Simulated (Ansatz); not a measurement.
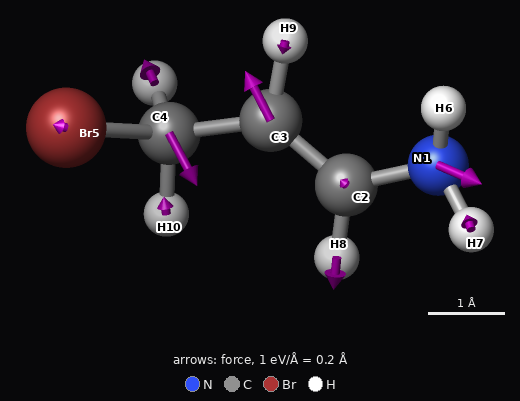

Starting geometry of C$_{3}$H$_{6}$BrN (coarse preliminary run) with the computed forces as purple arrows. Style: ball-and-stick. Shown from a free direction.

The start comes from a force field.

All numbers below come from Ansatz, RKS PBE-D4/def2-SVP.

Input file:
```yaml
crystal:
  periodic: [false, false, false]
  atoms:
    - {symbol: N, position_ang: [-0.796400, 1.143400, 1.540700]}
    - {symbol: C, position_ang: [-0.669100, 0.227400, 0.568300]}
    - {symbol: C, position_ang: [0.459500, -0.082800, -0.035600]}
    - {symbol: C, position_ang: [0.710600, -1.145900, -1.051100]}
    - {symbol: Br, position_ang: [1.247100, -0.344600, -2.719900]}
    - {symbol: H, position_ang: [-0.090200, 1.884700, 1.581100]}
    - {symbol: H, position_ang: [-1.733700, 1.634600, 1.503500]}
    - {symbol: H, position_ang: [-1.548200, -0.274600, 0.306300]}
    - {symbol: H, position_ang: [1.403600, 0.456800, 0.309300]}
    - {symbol: H, position_ang: [-0.299900, -1.667700, -1.251000]}
    - {symbol: H, position_ang: [1.382100, -1.888200, -0.731100]}
basis:
  gaussian: {orbitals: def2-SVP}
hamiltonian: {xc: pbe, dispersion: d4}
relax: {f_tol: 0.03, max_steps: 200}
```

Run as
```bash
ansatz run in.yaml --threads 4 --pin off --events-out ev --progress --plain --max-ram 10444MiB
```

Question: What follows when this structure is relaxed?

Answer: It isn't relaxed: the largest force vector, on C4, is 4.02 eV/Å. The final displacements have little in common with the starting forces (cosine between the two patterns 0.24). The largest move after the best rigid fit is that of Br5, 0.23 Å. By element the largest moves are Br 0.23 Å, H 0.22 Å, N 0.13 Å, C 0.12 Å. Among the contacts that change: C4–Br5 1.927 → 2.047 Å, C2–H8 1.046 → 1.105 Å, C4–H10 1.155 → 1.105 Å, C2–C3 1.317 → 1.363 Å. Bond angles that change, for instance: Br5–C4–H11 112.3° → 101.5°, H6–N1–H7 106.0° → 114.9°, C2–N1–H7 112.0° → 118.5°. After 9 geometry steps the energy has fallen by 11.7 kcal/mol. The largest force component goes from 3.9 to 0.0037 eV/Å.
